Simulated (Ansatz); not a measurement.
# Run report: GeBH$_{5}$O, geometry relaxation (part 2 of 2)

The same run, continued: GeBH$_{5}$O; RKS PBE0-D4/def2-TZVP (Ansatz 0.2.0). 

Geometry of the input (Å):
```
O  -1.1853  0.8953  -1.1945
B  -0.1341  0.4435  -0.5574
Ge 1.0547  -0.1082  0.9478
H  -2.9307  -0.6334  1.4881
H  -1.1628  0.9090  -2.1713
H  -2.1951  -0.5098  1.6800
H  1.3456  -1.5269  0.2990
H  2.2930  0.7111  0.3899
```

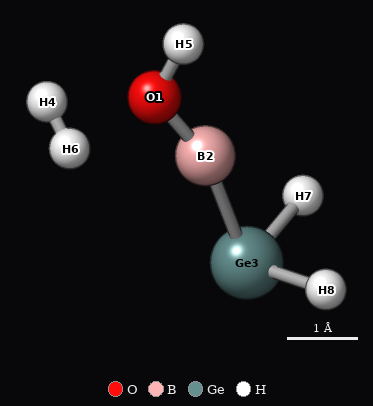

**Figure 1.** The geometry at step 25 of the log (ball-and-stick view, seen at a tilt; atoms are numbered from 1 in the order of the input).

Trajectory as extended XYZ, continued:
```
8
Properties=species:S:1:pos:R:3:forces:R:3 step=11 energy=-59312.20595
O    -1.1526    0.8912   -1.1969   -0.0001  -0.0009  -0.0041
B    -0.1365    0.4463   -0.5282   -0.0045   0.0064  -0.0054
Ge    1.0736   -0.1039    0.9518    0.0054  -0.0011   0.0055
H    -2.9369   -0.6387    1.4861    0.0074   0.0000   0.0022
H    -1.1304    0.8995   -2.1598    0.0011  -0.0010   0.0052
H    -2.2300   -0.5220    1.7007   -0.0081  -0.0009  -0.0024
H     1.3254   -1.5032    0.2817   -0.0019  -0.0056   0.0002
H     2.2726    0.7114    0.3460    0.0007   0.0030  -0.0012
8
Properties=species:S:1:pos:R:3:forces:R:3 step=12 energy=-59312.20598
O    -1.1503    0.8942   -1.1972   -0.0014   0.0027  -0.0105
B    -0.1368    0.4495   -0.5246   -0.0001  -0.0012   0.0029
Ge    1.0747   -0.1001    0.9559    0.0007   0.0037  -0.0052
H    -2.9345   -0.6427    1.4843    0.0118   0.0006   0.0034
H    -1.1271    0.8983   -2.1602    0.0013  -0.0018   0.0109
H    -2.2282   -0.5254    1.7004   -0.0125  -0.0015  -0.0036
H     1.3155   -1.5023    0.2862    0.0001   0.0000   0.0005
H     2.2721    0.7090    0.3366    0.0000  -0.0025   0.0016
8
Properties=species:S:1:pos:R:3:forces:R:3 step=13 energy=-59312.20600
O    -1.1484    0.8982   -1.1971   -0.0049   0.0027  -0.0092
B    -0.1366    0.4523   -0.5229    0.0072  -0.0037   0.0033
Ge    1.0764   -0.0966    0.9573    0.0011   0.0027  -0.0095
H    -2.9347   -0.6483    1.4831    0.0074   0.0002   0.0020
H    -1.1266    0.8963   -2.1602    0.0023  -0.0012   0.0112
H    -2.2299   -0.5258    1.7010   -0.0075  -0.0010  -0.0022
H     1.3104   -1.5015    0.2897   -0.0022   0.0033   0.0021
H     2.2748    0.7059    0.3306   -0.0034  -0.0030   0.0024
8
Properties=species:S:1:pos:R:3:forces:R:3 step=14 energy=-59312.20604
O    -1.1448    0.9064   -1.1974   -0.0044   0.0004  -0.0040
B    -0.1359    0.4585   -0.5202    0.0089  -0.0014   0.0006
Ge    1.0790   -0.0882    0.9596   -0.0004   0.0017  -0.0111
H    -2.9328   -0.6619    1.4813    0.0071   0.0008   0.0015
H    -1.1252    0.8928   -2.1603    0.0025  -0.0004   0.0088
H    -2.2310   -0.5264    1.7008   -0.0063  -0.0016  -0.0018
H     1.2954   -1.4998    0.2989   -0.0010   0.0065   0.0039
H     2.2806    0.6992    0.3188   -0.0064  -0.0059   0.0022
8
Properties=species:S:1:pos:R:3:forces:R:3 step=15 energy=-59312.20610
O    -1.1400    0.9199   -1.1983   -0.0009  -0.0011  -0.0076
B    -0.1352    0.4690   -0.5168    0.0053  -0.0021  -0.0065
Ge    1.0810   -0.0743    0.9630    0.0066  -0.0030  -0.0115
H    -2.9267   -0.6831    1.4772    0.0165   0.0037   0.0041
H    -1.1234    0.8886   -2.1610    0.0010   0.0012   0.0147
H    -2.2297   -0.5286    1.7004   -0.0146  -0.0045  -0.0046
H     1.2709   -1.4973    0.3169   -0.0030   0.0134   0.0067
H     2.2885    0.6863    0.3000   -0.0108  -0.0077   0.0047
8
Properties=species:S:1:pos:R:3:forces:R:3 step=16 energy=-59312.20616
O    -1.1380    0.9291   -1.1991    0.0023  -0.0018  -0.0218
B    -0.1358    0.4761   -0.5151    0.0019  -0.0003  -0.0059
Ge    1.0801   -0.0636    0.9660    0.0113  -0.0041  -0.0130
H    -2.9170   -0.6961    1.4715    0.0212   0.0051   0.0057
H    -1.1229    0.8868   -2.1617   -0.0015   0.0020   0.0266
H    -2.2235   -0.5324    1.6994   -0.0192  -0.0060  -0.0063
H     1.2496   -1.4953    0.3327   -0.0018   0.0151   0.0079
H     2.2929    0.6759    0.2878   -0.0142  -0.0101   0.0068
8
Properties=species:S:1:pos:R:3:forces:R:3 step=17 energy=-59312.20624
O    -1.1343    0.9544   -1.2016    0.0115  -0.0114  -0.0704
B    -0.1393    0.4927   -0.5127   -0.0071  -0.0004  -0.0053
Ge    1.0740   -0.0399    0.9731    0.0372  -0.0137  -0.0285
H    -2.8885   -0.7210    1.4550    0.0298   0.0072   0.0093
H    -1.1264    0.8816   -2.1634   -0.0058   0.0101   0.0719
H    -2.2017   -0.5447    1.6946   -0.0284  -0.0084  -0.0098
H     1.2021   -1.4923    0.3743   -0.0070   0.0336   0.0147
H     2.2995    0.6497    0.2621   -0.0301  -0.0171   0.0182
8
Properties=species:S:1:pos:R:3:forces:R:3 step=18 energy=-59312.20636
O    -1.1347    0.9555   -1.2023    0.0109  -0.0083  -0.0518
B    -0.1396    0.4938   -0.5136   -0.0027   0.0047   0.0053
Ge    1.0740   -0.0361    0.9733    0.0208  -0.0070  -0.0271
H    -2.8833   -0.7230    1.4520    0.0160   0.0034   0.0047
H    -1.1270    0.8829   -2.1637   -0.0072   0.0064   0.0491
H    -2.1977   -0.5480    1.6947   -0.0147  -0.0045  -0.0053
H     1.1922   -1.4912    0.3806    0.0021   0.0249   0.0115
H     2.3015    0.6466    0.2603   -0.0251  -0.0195   0.0136
8
Properties=species:S:1:pos:R:3:forces:R:3 step=19 energy=-59312.20655
O    -1.1353    0.9693   -1.2053    0.0063  -0.0028   0.0383
B    -0.1435    0.5019   -0.5159    0.0174   0.0086   0.0118
Ge    1.0698   -0.0201    0.9752   -0.0002  -0.0018  -0.0164
H    -2.8636   -0.7319    1.4385   -0.0243  -0.0077  -0.0096
H    -1.1360    0.8825   -2.1638   -0.0076  -0.0016  -0.0407
H    -2.1825   -0.5601    1.6920    0.0249   0.0065   0.0089
H     1.1677   -1.4848    0.4092   -0.0076  -0.0094   0.0074
H     2.3089    0.6238    0.2515   -0.0090   0.0081   0.0004
8
Properties=species:S:1:pos:R:3:forces:R:3 step=20 energy=-59312.20688
O    -1.1327    0.9912   -1.2081    0.0109   0.0054   0.0386
B    -0.1448    0.5174   -0.5173    0.0091  -0.0101   0.0240
Ge    1.0666    0.0015    0.9775   -0.0043  -0.0020  -0.0256
H    -2.8357   -0.7525    1.4207   -0.0252  -0.0090  -0.0103
H    -1.1440    0.8826   -2.1642   -0.0091  -0.0030  -0.0454
H    -2.1609   -0.5753    1.6868    0.0255   0.0077   0.0095
H     1.1227   -1.4833    0.4574   -0.0024   0.0153   0.0043
H     2.3141    0.5990    0.2285   -0.0046  -0.0043   0.0049
8
Properties=species:S:1:pos:R:3:forces:R:3 step=21 energy=-59312.20367 accepted=F
O    -1.1201    1.0677   -1.2179    0.0123  -0.0685  -0.2424
B    -0.1507    0.5623   -0.5220   -0.0100  -0.0110   0.0363
Ge    1.0567    0.0702    0.9847    0.1017  -0.1486  -0.1388
H    -2.7499   -0.8163    1.3653    0.0295   0.0055   0.0138
H    -1.1766    0.8728   -2.1645    0.0049   0.0600   0.2316
H    -2.0952   -0.6223    1.6716   -0.0297  -0.0064  -0.0150
H     0.9842   -1.4701    0.5984    0.0201   0.2416   0.0347
H     2.3369    0.5162    0.1659   -0.1287  -0.0725   0.0798
8
Properties=species:S:1:pos:R:3:forces:R:3 step=22 energy=-59312.20521 accepted=F
O    -1.1131    1.0156   -1.2216   -0.0022  -0.0548   0.1054
B    -0.1496    0.5074   -0.5194    0.0190   0.1092  -0.0702
Ge    1.0646    0.0057    0.9760   -0.0247  -0.0369   0.0130
H    -2.8397   -0.7649    1.4317    0.0747   0.0179   0.0289
H    -1.1472    0.8815   -2.1736    0.0181  -0.0072  -0.0442
H    -2.1634   -0.5813    1.6987   -0.0729  -0.0187  -0.0309
H     1.1186   -1.4795    0.4613    0.0024  -0.0126   0.0234
H     2.3152    0.5961    0.2284   -0.0145   0.0031  -0.0253
8
Properties=species:S:1:pos:R:3:forces:R:3 step=23 energy=-59312.20705
O    -1.1306    0.9992   -1.2057   -0.0006  -0.0007  -0.0055
B    -0.1443    0.5213   -0.5155    0.0050  -0.0023   0.0123
Ge    1.0671    0.0075    0.9781   -0.0007   0.0008  -0.0064
H    -2.8285   -0.7613    1.4155   -0.0044  -0.0033  -0.0028
H    -1.1514    0.8773   -2.1609   -0.0043   0.0034  -0.0034
H    -2.1543   -0.5735    1.6778    0.0048   0.0018   0.0024
H     1.1100   -1.4802    0.4684   -0.0014   0.0018   0.0030
H     2.3174    0.5903    0.2239    0.0016  -0.0015   0.0003
8
Properties=species:S:1:pos:R:3:forces:R:3 step=24 energy=-59312.20733
O    -1.1269    1.0252   -1.2070   -0.0114  -0.0119  -0.0653
B    -0.1470    0.5360   -0.5158    0.0032   0.0088  -0.0006
Ge    1.0642    0.0336    0.9801    0.0180  -0.0135  -0.0038
H    -2.7958   -0.7881    1.3944    0.0219   0.0046   0.0073
H    -1.1678    0.8733   -2.1584    0.0028   0.0121   0.0575
H    -2.1289   -0.5840    1.6653   -0.0215  -0.0061  -0.0073
H     1.0595   -1.4712    0.5195   -0.0004   0.0125   0.0081
H     2.3281    0.5558    0.2034   -0.0126  -0.0065   0.0041
8
Properties=species:S:1:pos:R:3:forces:R:3 step=25 energy=-59312.20742
O    -1.1242    1.0441   -1.2109   -0.0047  -0.0189  -0.0941
B    -0.1489    0.5483   -0.5175   -0.0050   0.0079  -0.0029
Ge    1.0618    0.0541    0.9816    0.0365  -0.0363  -0.0224
H    -2.7710   -0.8095    1.3795    0.0371   0.0099   0.0144
H    -1.1747    0.8750   -2.1595    0.0044   0.0169   0.0901
H    -2.1116   -0.5962    1.6627   -0.0366  -0.0112  -0.0146
H     1.0202   -1.4640    0.5612    0.0011   0.0465   0.0127
H     2.3338    0.5287    0.1844   -0.0328  -0.0147   0.0167
8
Properties=species:S:1:pos:R:3:forces:R:3 step=26 energy=-59312.20759
O    -1.1233    1.0460   -1.2123    0.0031  -0.0153  -0.0610
B    -0.1485    0.5505   -0.5178   -0.0048   0.0037   0.0070
Ge    1.0619    0.0556    0.9822    0.0233  -0.0224  -0.0214
H    -2.7696   -0.8115    1.3787    0.0154   0.0029   0.0056
H    -1.1730    0.8744   -2.1598   -0.0003   0.0131   0.0550
H    -2.1128   -0.5984    1.6660   -0.0148  -0.0042  -0.0060
H     1.0180   -1.4616    0.5625   -0.0023   0.0295   0.0092
H     2.3326    0.5255    0.1820   -0.0195  -0.0073   0.0116
8
Properties=species:S:1:pos:R:3:forces:R:3 step=27 energy=-59312.20760
O    -1.1226    1.0452   -1.2186   -0.0073   0.0139  -0.0154
B    -0.1499    0.5519   -0.5205    0.0091  -0.0090   0.0075
Ge    1.0584    0.0592    0.9814    0.0269  -0.0261  -0.0136
H    -2.7671   -0.8187    1.3863    0.0149   0.0029   0.0053
H    -1.1636    0.8846   -2.1674   -0.0052  -0.0041   0.0027
H    -2.1107   -0.6031    1.6728   -0.0143  -0.0039  -0.0061
H     1.0103   -1.4597    0.5685   -0.0029   0.0307   0.0071
H     2.3306    0.5213    0.1789   -0.0212  -0.0044   0.0125
8
Properties=species:S:1:pos:R:3:forces:R:3 step=28 energy=-59312.20764
O    -1.1147    1.0534   -1.2241   -0.0154   0.0142   0.0016
B    -0.1485    0.5537   -0.5217    0.0151  -0.0058  -0.0011
Ge    1.0609    0.0629    0.9798    0.0161  -0.0300  -0.0047
H    -2.7734   -0.8282    1.3938    0.0182   0.0042   0.0063
H    -1.1588    0.8875   -2.1715   -0.0017  -0.0067  -0.0082
H    -2.1178   -0.6095    1.6799   -0.0161  -0.0046  -0.0077
H     1.0078   -1.4582    0.5756   -0.0020   0.0331   0.0065
H     2.3299    0.5190    0.1696   -0.0141  -0.0044   0.0073
8
Properties=species:S:1:pos:R:3:forces:R:3 step=29 energy=-59312.20784
O    -1.1141    1.0642   -1.2237    0.0032  -0.0020   0.0068
B    -0.1496    0.5612   -0.5204    0.0052   0.0086   0.0161
Ge    1.0594    0.0718    0.9833   -0.0017  -0.0044  -0.0144
H    -2.7511   -0.8368    1.3783   -0.0048  -0.0034  -0.0032
H    -1.1667    0.8794   -2.1672   -0.0062  -0.0016  -0.0150
H    -2.1030   -0.6125    1.6751    0.0059   0.0028   0.0019
H     0.9795   -1.4501    0.5918    0.0058   0.0091   0.0034
H     2.3309    0.5034    0.1643   -0.0074  -0.0092   0.0044
8
Properties=species:S:1:pos:R:3:forces:R:3 step=30 energy=-59312.20789
O    -1.1101    1.0909   -1.2277    0.0226  -0.0405  -0.0551
B    -0.1537    0.5792   -0.5185   -0.0109   0.0124   0.0022
Ge    1.0549    0.0945    0.9882    0.0264  -0.0104  -0.0348
H    -2.7146   -0.8616    1.3551    0.0013  -0.0004   0.0004
H    -1.1793    0.8708   -2.1643   -0.0015   0.0237   0.0640
H    -2.0794   -0.6222    1.6681   -0.0015  -0.0002  -0.0013
H     0.9347   -1.4344    0.6343   -0.0103   0.0137   0.0084
H     2.3328    0.4635    0.1461   -0.0262   0.0016   0.0163
8
Properties=species:S:1:pos:R:3:forces:R:3 step=31 energy=-59312.20804
O    -1.1085    1.0897   -1.2296    0.0148  -0.0160  -0.0131
B    -0.1527    0.5790   -0.5195   -0.0028   0.0052   0.0159
Ge    1.0556    0.0941    0.9870    0.0070   0.0029  -0.0252
H    -2.7149   -0.8645    1.3590   -0.0015  -0.0015  -0.0011
H    -1.1743    0.8747   -2.1665   -0.0068   0.0083   0.0104
H    -2.0797   -0.6240    1.6710    0.0015   0.0011  -0.0001
H     0.9290   -1.4345    0.6364    0.0022   0.0086   0.0016
H     2.3309    0.4661    0.1436   -0.0144  -0.0087   0.0116
8
Properties=species:S:1:pos:R:3:forces:R:3 step=32 energy=-59312.20808
O    -1.1079    1.0915   -1.2307    0.0092  -0.0063   0.0096
B    -0.1534    0.5805   -0.5193    0.0046   0.0052   0.0130
Ge    1.0553    0.0971    0.9870    0.0039   0.0010  -0.0163
H    -2.7113   -0.8682    1.3582   -0.0005  -0.0009  -0.0007
H    -1.1746    0.8751   -2.1667   -0.0085   0.0014  -0.0144
H    -2.0772   -0.6251    1.6704    0.0005   0.0006  -0.0004
H     0.9231   -1.4317    0.6405    0.0011   0.0037   0.0024
H     2.3313    0.4613    0.1422   -0.0104  -0.0046   0.0068
8
Properties=species:S:1:pos:R:3:forces:R:3 step=33 energy=-59312.20814
O    -1.1064    1.0996   -1.2321    0.0081  -0.0002   0.0095
B    -0.1541    0.5879   -0.5184    0.0014   0.0000   0.0054
Ge    1.0555    0.1077    0.9873    0.0044  -0.0046  -0.0073
H    -2.6972   -0.8810    1.3504    0.0079   0.0030   0.0035
H    -1.1778    0.8751   -2.1658   -0.0084  -0.0007  -0.0133
H    -2.0682   -0.6292    1.6665   -0.0081  -0.0031  -0.0043
H     0.9016   -1.4237    0.6609    0.0012   0.0075   0.0015
H     2.3319    0.4442    0.1326   -0.0064  -0.0020   0.0049
8
Properties=species:S:1:pos:R:3:forces:R:3 step=34 energy=-59312.20816
O    -1.1028    1.1075   -1.2331   -0.0004  -0.0023   0.0048
B    -0.1540    0.5919   -0.5177    0.0029   0.0013  -0.0033
Ge    1.0565    0.1136    0.9872    0.0013  -0.0086   0.0033
H    -2.6902   -0.8887    1.3453    0.0099   0.0044   0.0045
H    -1.1832    0.8723   -2.1636   -0.0041   0.0017  -0.0062
H    -2.0641   -0.6314    1.6630   -0.0102  -0.0041  -0.0051
H     0.8904   -1.4190    0.6732    0.0008   0.0080   0.0022
H     2.3326    0.4344    0.1271   -0.0002  -0.0004  -0.0002
8
Properties=species:S:1:pos:R:3:forces:R:3 step=35 energy=-59312.20817
O    -1.1039    1.1062   -1.2316    0.0011  -0.0032  -0.0050
B    -0.1535    0.5918   -0.5174   -0.0010  -0.0007  -0.0040
Ge    1.0576    0.1139    0.9871    0.0016  -0.0041   0.0040
H    -2.6908   -0.8880    1.3437    0.0047   0.0022   0.0017
H    -1.1847    0.8724   -2.1625   -0.0026   0.0032   0.0051
H    -2.0649   -0.6308    1.6614   -0.0049  -0.0020  -0.0023
H     0.8920   -1.4186    0.6741   -0.0013   0.0027   0.0011
H     2.3334    0.4336    0.1266    0.0023   0.0019  -0.0007
8
Properties=species:S:1:pos:R:3:forces:R:3 step=36 energy=-59312.20818
O    -1.1049    1.1052   -1.2296    0.0017  -0.0037  -0.0087
B    -0.1529    0.5913   -0.5171   -0.0020   0.0000  -0.0032
Ge    1.0593    0.1142    0.9869    0.0000   0.0017   0.0029
H    -2.6910   -0.8871    1.3408   -0.0009  -0.0001  -0.0012
H    -1.1876    0.8718   -2.1606   -0.0012   0.0034   0.0100
H    -2.0655   -0.6299    1.6591    0.0009   0.0003   0.0007
H     0.8926   -1.4181    0.6755   -0.0005  -0.0026   0.0001
H     2.3353    0.4332    0.1264    0.0020   0.0009  -0.0006
8
Properties=species:S:1:pos:R:3:forces:R:3 step=37 energy=-59312.20819
O    -1.1062    1.1048   -1.2269    0.0017  -0.0024  -0.0057
B    -0.1525    0.5910   -0.5166   -0.0020  -0.0009  -0.0023
Ge    1.0615    0.1151    0.9865   -0.0001   0.0053   0.0003
H    -2.6902   -0.8859    1.3354   -0.0055  -0.0020  -0.0035
H    -1.1929    0.8706   -2.1573    0.0005   0.0021   0.0084
H    -2.0658   -0.6288    1.6554    0.0056   0.0022   0.0033
H     0.8935   -1.4177    0.6791   -0.0007  -0.0050  -0.0006
H     2.3380    0.4315    0.1258    0.0004   0.0006   0.0001
8
Properties=species:S:1:pos:R:3:forces:R:3 step=38 energy=-59312.20820
O    -1.1073    1.1047   -1.2244    0.0006  -0.0001  -0.0016
B    -0.1524    0.5905   -0.5162   -0.0012  -0.0007   0.0003
Ge    1.0633    0.1163    0.9862   -0.0014   0.0041  -0.0018
H    -2.6882   -0.8849    1.3293   -0.0038  -0.0013  -0.0026
H    -1.1976    0.8696   -2.1541    0.0011   0.0002   0.0033
H    -2.0652   -0.6281    1.6523    0.0039   0.0014   0.0025
H     0.8928   -1.4172    0.6837    0.0011  -0.0025  -0.0006
H     2.3398    0.4296    0.1245   -0.0003  -0.0011   0.0005
8
Properties=species:S:1:pos:R:3:forces:R:3 step=39 energy=-59312.20820
O    -1.1088    1.1041   -1.2222   -0.0002   0.0013   0.0044
B    -0.1528    0.5895   -0.5157    0.0016  -0.0001   0.0003
Ge    1.0644    0.1168    0.9860    0.0007  -0.0002  -0.0035
H    -2.6872   -0.8825    1.3239   -0.0011  -0.0002  -0.0010
H    -1.2015    0.8688   -2.1515    0.0011  -0.0015  -0.0026
H    -2.0653   -0.6273    1.6505    0.0011   0.0003   0.0010
H     0.8951   -1.4174    0.6858   -0.0008  -0.0005   0.0009
H     2.3415    0.4285    0.1246   -0.0024   0.0010   0.0006
```

Summary:

| quantity | value |
| --- | --- |
| outcome | converged |
| total energy | −59312.2082 eV |
| mean-field energy | −59312.1052 eV |
| dispersion energy | −0.1031 eV |
| SCF solution under orbital rotations | stable |
| largest force (length of the vector) at the end | 0.005 eV/Å |
| dipole moment | 4.22 D |
| hardware | 2 threads of Arm Neoverse V1, 23 GiB of memory available, shared host |
| wall time | 1.9 min (CPU time 3.7 min) |
| peak memory | 0.28 GiB |
